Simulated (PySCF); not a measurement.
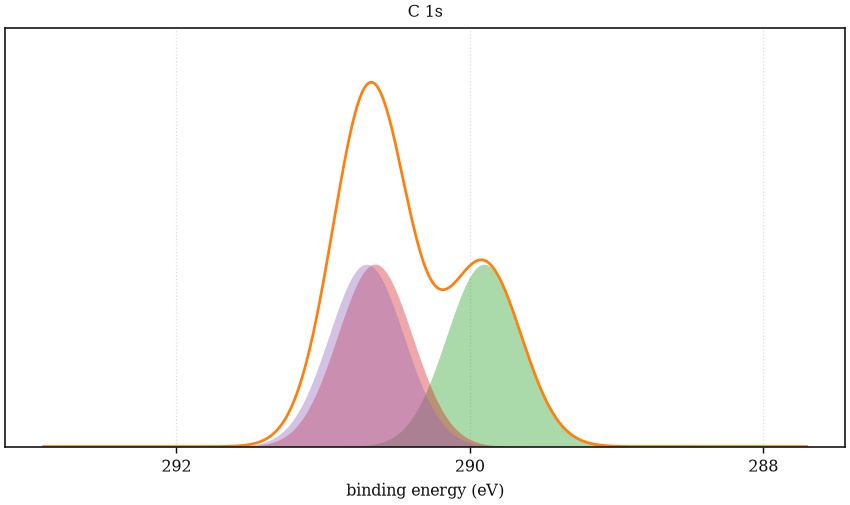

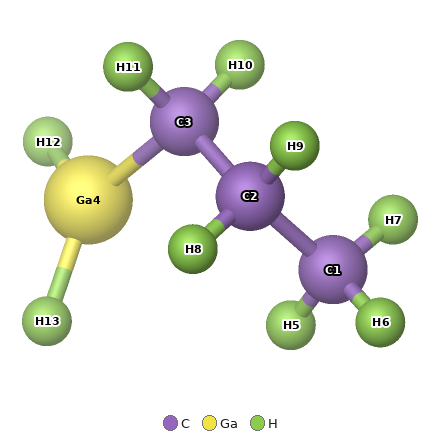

Simulated XPS of C₃H₉Ga, SMILES CC[CH2][GaH2], singlet. Vertical core-electron binding energies by ΔSCF (B3LYP, pcX-2 on the ionised atom, pcseg-1 elsewhere, spin-free X2C; PySCF, at a PBE0-D3(BJ)/def2-SVP geometry (no frequency check)), gas phase, against the vacuum level. One atom of each kind was ionised; within a panel, areas follow the number of like atoms, Gaussians of 0.6 eV full width. Only the regions named are shown. Lines closer than the width merge in the curve.

Which atoms give which peak?

```
level  atoms  binding energy (eV)
 C 1s     C1                290.7
 C 1s     C2                290.6
 C 1s     C3                289.9
```

How large is the chemical shift across the C 1s region?

0.8 eV, from C3 at 289.9 eV to C1 at 290.7 eV.

Caveats: one conformer of a flexible molecule.
